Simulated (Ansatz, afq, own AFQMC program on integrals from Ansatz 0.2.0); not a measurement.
**AlH₄O (doublet): quantum Monte Carlo beside coupled cluster at distance Al1–H4 along a hydrogen transfer = 1.586 Å, cc-pVTZ**

Aim: compute AlH₄O (doublet) with auxiliary-field quantum Monte Carlo on the same integrals as coupled cluster, and set the energies side by side.

Program: Ansatz 0.2.0, Gaussian basis, and an in-house AFQMC program (afq) on its integrals; all values are calculated. Level of theory: cc-pVTZ, frozen cores. These are calculated values, not measurements.

The runs, in order: PBE (unrestricted); CCSD(T) on UHF; r2SCAN (unrestricted); PBE0 (unrestricted); B3LYP (unrestricted); wB97M-V (unrestricted); B2PLYP (unrestricted); Phaseless AFQMC, CISD trial on UHF.

**1. What is computed**

The geometry derives from fragments relaxed apart (PBE0/def2-TZVP) and kept rigid, so it is no stationary point. A hydrogen atom is moved between rigid fragments.

6 atoms, charge 0, spin multiplicity 2.

Atoms are counted from 1 here; the program's logs count them from 0.

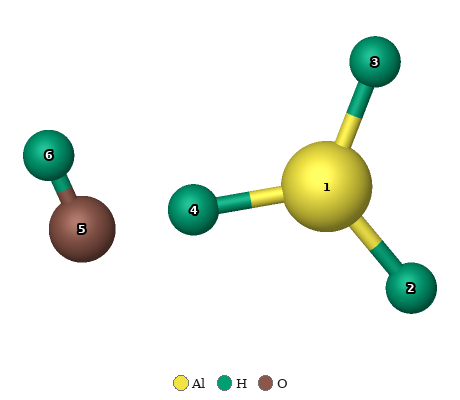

The geometry (aluminium yellow, hydrogen teal, oxygen brown); atoms are numbered from 1 in the order of the file.

**2. PBE (unrestricted)**

The input, in.yaml:

```yaml
crystal:
  periodic: [false, false, false]
  atoms:
    - {symbol: Al, position_ang: [-1.058847, 0.020152, 0.000000]}
    - {symbol: H, position_ang: [-1.851770, 1.393537, 0.000000]}
    - {symbol: H, position_ang: [-1.851770, -1.353232, 0.000000]}
    - {symbol: H, position_ang: [0.527001, 0.020152, 0.000000]}
    - {symbol: O, position_ang: [1.853153, 0.020152, 0.000000]}
    - {symbol: H, position_ang: [2.105012, -0.919798, 0.000000]}
basis:
  gaussian: {orbitals: cc-pVTZ}
magnetization: {spin_polarized: true, initial_magnetization: 1}
hamiltonian: {xc: {name: PBE}}
output: {orbitals: {seedname: orbitals}}
```

Started as:

```bash
$ ansatz run in.yaml --threads 1 --pin off --events-out ev --progress --plain --max-ram 5632MiB --backend cpu
```

Output:

```text
Functional definition: PBE
  name "PBE"
  cite "Perdew, Burke & Ernzerhof, Phys. Rev. Lett. 77, 3865 (1996) doi:10.1103/PhysRevLett.77.3865"
  parent pbe
  parameter kappa = 0.804
  parameter beta = 0.06672455060314922
  exchange = pbe_x(kappa = kappa, mu = beta*pi^2/3)
  correlation = pbe_c(beta = beta)
680 factors; their error is unknown
mean field evaluation 1: about -8694.6756 eV, gradient 4.2e1 eV
mean field evaluation 2: about -8580.0526 eV, gradient 1.2e2 eV
mean field evaluation 4: about -8700.4156 eV, gradient 9.7e0 eV
mean field evaluation 8: about -8701.0532 eV, gradient 5.2e-2 eV
mean field evaluation 16: about -8701.0401 eV, gradient 3.6e-5 eV
mean field -8701.04014638 eV, -319.7573276027 hartree, gradient 3.6e-5 eV, S^2 0.752459; 0 other end points of the search recorded, 0 dependent functions left out
reference -8701.04018963 eV, -319.7573291919 hartree; 13, 12 occupied and 107, 108 virtual orbitals, 680 factors
Total energy: -8701.04018963 eV, -319.7573291919 hartree
```

It took 1.7 s on 1 thread of AMD EPYC 7R13 (Zen 3), shared host; peak memory 0.72 GiB.

From the report: ⟨S²⟩ of the determinant 0.752 (pure doublet: 0.75).

**3. CCSD(T) on UHF**

in.yaml, as its differences from that of step 2:

```diff
@@ -12,3 +12,2 @@
 magnetization: {spin_polarized: true, initial_magnetization: 1}
-hamiltonian: {xc: {name: PBE}}
-output: {orbitals: {seedname: orbitals}}
+correlation: {method: ccsd_t, electrons: outside_noble_gas, hamiltonian_folder: ham}
```

Started as:

```bash
$ ansatz run in.yaml --threads 1 --pin off --events-out ev --progress --plain --max-ram 16896MiB --backend cuda --devices 0, --max-vram 18GiB
```

Output (excerpt; [...] marks lines left out):

```text
Functional definition: HF
  name "HF"
  cite "Fock, Z. Phys. 61, 126 (1930) doi:10.1007/BF01340294"
  parent pbe
[...]
709 factors; integrals over basis functions are off by at most 1.9e-3 eV
[...]
mean field -8681.29952934 eV, -319.0318733071 hartree, gradient 3.7e-6 eV, S^2 0.781323; 5 other end points of the search recorded, 0 dependent functions left out
determinant -8681.29952934 eV, -319.0318733071 hartree, with singles and doubles -8691.30855663 eV, -319.3996982755 hartree
determinant -8679.61585472 eV, -318.9699994062 hartree, with singles and doubles -8689.14680348 eV, -319.3202553125 hartree
determinant -8677.89528524 eV, -318.9067696438 hartree, with singles and doubles -8688.26745953 eV, -319.2879400187 hartree
6 core orbitals not correlated: weight in the atoms' cores, before any rotation towards them, 1.000 or more for the frozen orbitals, at most 0.000 for the correlated occupied ones
reference -8681.29952934 eV, -319.0318733071 hartree; 7, 6 occupied and 107, 108 virtual orbitals, 709 factors
second order -8.96286604 eV of doubles, -0.00000000 eV of singles
cycle   1  -9.85023408 eV  change   -8.8e-1 eV  update   2.5e-2
[...]
cycle  11  -9.88439220 eV  change   -5.9e-6 eV  update   6.8e-6
perturbative correction -0.29490420 eV, -0.0108375296 hartree
Total energy: -8691.47882574 eV, -319.4059555501 hartree
```

It took 3.9 s on 1 × NVIDIA H100 80GB HBM3 with 1 thread of AMD EPYC 7R13 (Zen 3), shared host; peak host memory 0.84 GiB.

From the report: ⟨S²⟩ of the determinant 0.781 (pure doublet: 0.75); correlation -10.1793 eV; T1 0.028; largest double amplitude 0.03.

This run also writes the integrals to the folder ham.

**4. r2SCAN (unrestricted)**

in.yaml, as its differences from that of step 3:

```diff
@@ -12,2 +12,2 @@
 magnetization: {spin_polarized: true, initial_magnetization: 1}
-correlation: {method: ccsd_t, electrons: outside_noble_gas, hamiltonian_folder: ham}
+hamiltonian: {xc: {name: r2SCAN}}
```

Started as:

```bash
$ ansatz run in.yaml --threads 1 --pin off --events-out ev --progress --plain --max-ram 5632MiB --backend cpu
```

Output:

```text
Functional definition: r2SCAN
  name "r2SCAN"
  cite "Furness, Kaplan, Ning, Perdew & Sun, J. Phys. Chem. Lett. 11, 8208 (2020) doi:10.1021/acs.jpclett.0c02405"
  cite "Furness, Kaplan, Ning, Perdew & Sun, J. Phys. Chem. Lett. 11, 9248 (2020) doi:10.1021/acs.jpclett.0c03077"
  parent r2scan
  parameter k0 = 0.174
  parameter k1 = 0.065
  parameter a1 = 4.9479
  exchange = r2scan_x(k0 = k0, k1 = k1, a1 = a1)
  correlation = r2scan_c
680 factors; their error is unknown
mean field evaluation 1: about -8699.8383 eV, gradient 3.9e1 eV
mean field evaluation 2: about -8606.1250 eV, gradient 1.1e2 eV
mean field evaluation 4: about -8705.1224 eV, gradient 5.4e0 eV
mean field evaluation 8: about -8705.3137 eV, gradient 2.1e-1 eV
mean field evaluation 16: about -8705.3004 eV, gradient 2.4e-4 eV
mean field -8705.30037314 eV, -319.9138880486 hartree, gradient 6.7e-5 eV, S^2 0.756623; 0 other end points of the search recorded, 0 dependent functions left out
reference -8705.30038986 eV, -319.9138886630 hartree; 13, 12 occupied and 107, 108 virtual orbitals, 680 factors
Total energy: -8705.30038986 eV, -319.9138886630 hartree
```

Run time: 3.8 s. Hardware: 1 thread of AMD EPYC 7R13 (Zen 3), shared host; peak memory 0.72 GiB.

From the report: ⟨S²⟩ of the determinant 0.757 (pure doublet: 0.75).

**5. PBE0 (unrestricted)**

in.yaml, as its differences from that of step 4:

```diff
@@ -12,2 +12,3 @@
 magnetization: {spin_polarized: true, initial_magnetization: 1}
-hamiltonian: {xc: {name: r2SCAN}}
+hamiltonian: {xc: {name: PBE0}}
+output: {orbitals: {seedname: orbitals}}
```

Same command.

Output:

```text
Functional definition: PBE0
  name "PBE0"
  cite "Adamo & Barone, J. Chem. Phys. 110, 6158 (1999) doi:10.1063/1.478522"
  cite "Perdew, Burke & Ernzerhof, Phys. Rev. Lett. 77, 3865 (1996) doi:10.1103/PhysRevLett.77.3865"
  parent pbe
  parameter a = 0.25
  parameter kappa = 0.804
  parameter beta = 0.06672455060314922
  exchange = (1 - a)*pbe_x(kappa = kappa, mu = beta*pi^2/3) + a*exact_x
  correlation = pbe_c(beta = beta)
692 factors; their error is unknown
mean field evaluation 1: about -8696.7817 eV, gradient 3.6e1 eV
mean field evaluation 2: about -8629.1881 eV, gradient 1.0e2 eV
mean field evaluation 4: about -8701.5257 eV, gradient 2.3e0 eV
mean field evaluation 8: about -8701.5936 eV, gradient 1.7e-1 eV
mean field evaluation 16: about -8701.5937 eV, gradient 5.2e-5 eV
mean field -8701.59372606 eV, -319.7776712807 hartree, gradient 5.2e-5 eV, S^2 0.756749; 0 other end points of the search recorded, 0 dependent functions left out
reference -8701.59375865 eV, -319.7776724781 hartree; 13, 12 occupied and 107, 108 virtual orbitals, 692 factors
Total energy: -8701.59375865 eV, -319.7776724781 hartree
```

It took 2.2 s on 1 thread of AMD EPYC 7R13 (Zen 3), shared host; peak memory 1.3 GiB.

From the report: ⟨S²⟩ of the determinant 0.757 (pure doublet: 0.75).

**6. B3LYP (unrestricted)**

in.yaml, as its differences from that of step 5:

```diff
@@ -12,3 +12,2 @@
 magnetization: {spin_polarized: true, initial_magnetization: 1}
-hamiltonian: {xc: {name: PBE0}}
-output: {orbitals: {seedname: orbitals}}
+hamiltonian: {xc: {name: B3LYP}}
```

Launched as before.

Output (excerpt; [...] marks lines left out):

```text
Functional definition: B3LYP
  name "B3LYP"
  cite "Stephens, Devlin, Chabalowski & Frisch, J. Phys. Chem. 98, 11623 (1994) doi:10.1021/j100096a001"
  cite "Becke, Phys. Rev. A 38, 3098 (1988) doi:10.1103/PhysRevA.38.3098"
  cite "Lee, Yang & Parr, Phys. Rev. B 37, 785 (1988) doi:10.1103/PhysRevB.37.785"
  cite "Vosko, Wilk & Nusair, Can. J. Phys. 58, 1200 (1980) doi:10.1139/p80-159"
[...]
692 factors; their error is unknown
[...]
mean field -8707.96603354 eV, -320.0118492611 hartree, gradient 6.8e-6 eV, S^2 0.755259; 0 other end points of the search recorded, 0 dependent functions left out
reference -8707.96627647 eV, -320.0118581889 hartree; 13, 12 occupied and 107, 108 virtual orbitals, 692 factors
Total energy: -8707.96627647 eV, -320.0118581889 hartree
```

Run time: 2.4 s. Hardware: 1 thread of AMD EPYC 7R13 (Zen 3), shared host; peak memory 1.3 GiB.

From the report: ⟨S²⟩ of the determinant 0.755 (pure doublet: 0.75).

**7. wB97M-V (unrestricted)**

in.yaml, as its differences from that of step 6:

```diff
@@ -12,2 +12,3 @@
 magnetization: {spin_polarized: true, initial_magnetization: 1}
-hamiltonian: {xc: {name: B3LYP}}
+hamiltonian: {xc: {name: wB97M-V}}
+output: {orbitals: {seedname: orbitals}}
```

The command is unchanged.

Output (excerpt; [...] marks lines left out):

```text
Functional definition: wB97M-V
  name "wB97M-V"
  cite "Mardirossian & Head-Gordon, J. Chem. Phys. 144, 214110 (2016) doi:10.1063/1.4952647"
  cite "Becke, J. Chem. Phys. 107, 8554 (1997) doi:10.1063/1.475007"
  cite "Vydrov & Van Voorhis, J. Chem. Phys. 133, 244103 (2010) doi:10.1063/1.3521275"
  # Of w^i u^j: cxij and so on, Table III.
[...]
  gx(w, u) = 1 - cx + cx01*u + cx10*w
  gss(w, u) = css00 + css04*u^4 + css10*w + css20*w^2 + css43*w^4*u^3
  gos(w, u) = cos00 + cos10*w + (cos20 + cos21*u)*w^2 + (cos60 + cos61*u)*w^6
[...]
      + integral(e_c_pw_mod_opposite_spin*gos(b97_w_opposite, b97_u_opposite)) + vv10(b, c)
680 factors; their error is unknown
174 factors; integrals over basis functions are off by at most 1.9e-5 eV
[...]
mean field -8705.42700156 eV, -319.9185415569 hartree, gradient 5.7e-5 eV, S^2 0.756051; 0 other end points of the search recorded, 0 dependent functions left out
reference -8705.42705219 eV, -319.9185434177 hartree; 13, 12 occupied and 107, 108 virtual orbitals, 680 factors
Total energy: -8705.42705219 eV, -319.9185434177 hartree
```

Run time: 7 s. Hardware: 1 thread of AMD EPYC 7R13 (Zen 3), shared host; peak memory 1.7 GiB.

From the report: ⟨S²⟩ of the determinant 0.756 (pure doublet: 0.75).

**8. B2PLYP (unrestricted)**

in.yaml, as its differences from that of step 7:

```diff
@@ -12,3 +12,3 @@
 magnetization: {spin_polarized: true, initial_magnetization: 1}
-hamiltonian: {xc: {name: wB97M-V}}
-output: {orbitals: {seedname: orbitals}}
+hamiltonian: {xc: {name: B2PLYP}}
+correlation: {electrons: outside_noble_gas}
```

Launched as before.

Output (excerpt; [...] marks lines left out):

```text
Functional definition: B2PLYP
  name "B2PLYP"
  cite "Grimme, J. Chem. Phys. 124, 034108 (2006) doi:10.1063/1.2148954"
  cite "Becke, Phys. Rev. A 38, 3098 (1988) doi:10.1103/PhysRevA.38.3098"
  cite "Lee, Yang & Parr, Phys. Rev. B 37, 785 (1988) doi:10.1103/PhysRevB.37.785"
[...]
709 factors; integrals over basis functions are off by at most 1.9e-3 eV
[...]
mean field -8699.36365860 eV, -319.6957178132 hartree, gradient 4.0e-6 eV, S^2 0.763963; 0 other end points of the search recorded, 0 dependent functions left out
6 core orbitals not correlated: weight in the atoms' cores, before any rotation towards them, 1.000 or more for the frozen orbitals, at most 0.000 for the correlated occupied ones
reference -8699.36381257 eV, -319.6957234713 hartree; 7, 6 occupied and 107, 108 virtual orbitals, 709 factors
second order -11.13625857 eV of doubles, -0.00000000 eV of singles
Total energy: -8702.37060238 eV, -319.8062209588 hartree
```

It took 3.2 s on 1 thread of AMD EPYC 7R13 (Zen 3), shared host; peak memory 1.7 GiB.

From the report: ⟨S²⟩ of the determinant 0.764 (pure doublet: 0.75).

**9. Phaseless AFQMC, CISD trial on UHF**

It reads the integrals that the CCSD(T) run on this determinant wrote.

Started as:

```bash
$ afq ham --method phaseless --trial cisd --walkers 600 --populations 10 --least-time 60 --time-step 0.005 --steps-per-block 50 --equilibration-blocks 28 --max-blocks 4000 --target-error 0.00021 --factor-cut 1e-05 --start spin_pure --seed 1800 --release-times 0.24,0.51,0.99,1.62,2.4 --release-step 0.03 --release-every 3 --taylor-order 6
```

Output:

```text
orbitals 114  electrons 7 6  factors 704 of 709
reference energy -319.03187331 Eh
CCSD correlation -0.36324479 Eh in 13 cycles, weight of the determinant in the CISD state 0.8617
energy of the start -319.393397 Eh
 block  time / (1/Eh)  mean weight  energy / Eh
     1     0.250  0.9995  -319.390747
     2     0.500  1.0006  -319.395913
     3     0.750  1.0004  -319.397367
     4     1.000  0.9998  -319.400931
     5     1.250  0.9983  -319.404332
     6     1.500  1.0014  -319.404315
     7     1.750  0.9993  -319.406312
     8     2.000  1.0003  -319.404768
     9     2.250  1.0008  -319.403711
    10     2.500  1.0014  -319.406912
    13     3.250  1.0012  -319.405417
    17     4.250  0.9984  -319.404341
    21     5.250  0.9998  -319.406726
    25     6.250  0.9995  -319.404804
    29     7.250  0.9995  -319.406953
    33     8.250  0.9992  -319.405171
    37     9.250  0.9989  -319.409377
    41    10.250  1.0000  -319.403144
    45    11.250  0.9993  -319.408922
    49    12.250  0.9998  -319.406186
    53    13.250  1.0003  -319.403466
    57    14.250  0.9997  -319.408494
    61    15.250  1.0007  -319.407161
    65    16.250  0.9999  -319.408881
    69    17.250  0.9994  -319.408270
    73    18.250  1.0009  -319.405962
    77    19.250  1.0000  -319.404957
    81    20.250  0.9998  -319.407960
    85    21.250  0.9999  -319.407101
    89    22.250  0.9990  -319.410019
    93    23.250  0.9994  -319.406077
    97    24.250  1.0003  -319.408659
   101    25.250  0.9995  -319.408254
   105    26.250  1.0000  -319.406003
   109    27.250  0.9996  -319.403405
   113    28.250  1.0002  -319.407690
   117    29.250  0.9993  -319.406717
   121    30.250  1.0008  -319.405995
   125    31.250  0.9995  -319.408348
   129    32.250  0.9997  -319.405360
   133    33.250  0.9996  -319.407514
   137    34.250  0.9999  -319.409178
   141    35.250  1.0008  -319.406785
   145    36.250  0.9999  -319.406075
   149    37.250  0.9990  -319.408244
   153    38.250  1.0004  -319.406898
   157    39.250  0.9994  -319.404357
   161    40.250  1.0007  -319.406640
   165    41.250  0.9999  -319.406709
   169    42.250  1.0009  -319.405569
   173    43.250  1.0001  -319.406911
   177    44.250  0.9999  -319.409397
   181    45.250  1.0013  -319.406227
   185    46.250  0.9990  -319.407086
   189    47.250  0.9997  -319.408200
   193    48.250  0.9987  -319.405364
   197    49.250  1.0013  -319.403831
error from the spread of 10 populations
released: time / (1/Eh)  energy / Eh  error  mean overlap
  0.24  -319.407149  0.000190  0.9966
  0.51  -319.407357  0.000294  0.9948
  0.99  -319.407687  0.000226  0.9836
  1.62  -319.407515  0.000275  0.9753
  2.40  -319.407614  0.000493  0.9451
energy -319.406658 +/- 0.000164 Eh
```

Wall time 2 min (1 × NVIDIA H100 80GB HBM3 with 2 threads of AMD EPYC 7R13 (Zen 3), shared host); peak host memory 1.7 GiB.

Energy -8691.4979 ± 0.0045 eV. Caveats: constraint bias not in the error.

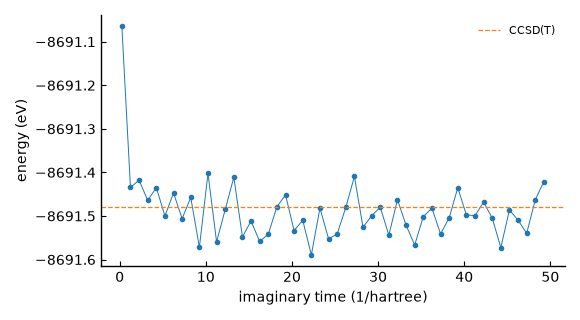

Block energies along the walk.

**10. AFQMC on the ladder**

On the UHF determinant, counted from CCSD(T) (a yardstick, not exact):

```
                                               level  energy (eV)  from CCSD(T) (kcal/mol)  statistical error (kcal/mol)   time
                                                  HF   -8681.2995                  +234.74                                     
                                                 MP2   -8690.2624                   +28.05                                     
                                                CCSD   -8691.1839                    +6.80                                     
                                             CCSD(T)   -8691.4788                     0.00                                     
Phaseless AFQMC, CISD trial, step 0.005, 600 walkers   -8691.4979                    -0.44                          0.10  2 min
```

The functionals' totals stand on their own zeros and serve differences with other points: PBE -8701.040 eV; r2SCAN -8705.300 eV; PBE0 -8701.594 eV; B3LYP -8707.966 eV; wB97M-V -8705.427 eV; B2PLYP -8702.371 eV.

**11. Outcome**

```
                                       quantity                  value
Phaseless AFQMC, CISD trial on UHF from CCSD(T)  -0.44 ± 0.10 kcal/mol
```

**Reading.** On UHF the phaseless walk with the CISD trial lies -0.44 kcal/mol from CCSD(T), 4 times its error bar. Error bars are statistical and leave out the constraint, the time step and what remains of the start.
